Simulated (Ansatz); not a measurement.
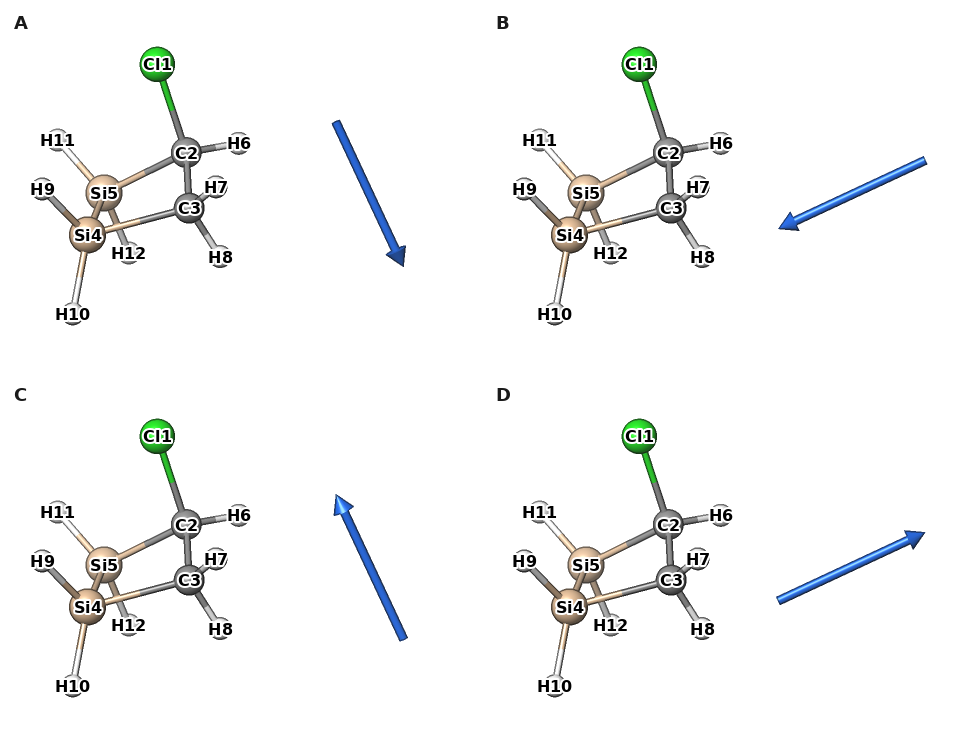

The same molecule four times, each with an arrow. Computed geometry: PBE0-D4/def2-TZVP optimisation. No frequency run is at hand to confirm it as a minimum. Level of theory: RKS r2SCAN-D4/def2-TZVPP (Ansatz 0.2.0).

**Which arrow points along the dipole moment, from the negative to the positive end?**

A. The dipole moment is 1.70 D; it points from the side of Cl1 to the side of H8 (the outermost atoms at the two ends).
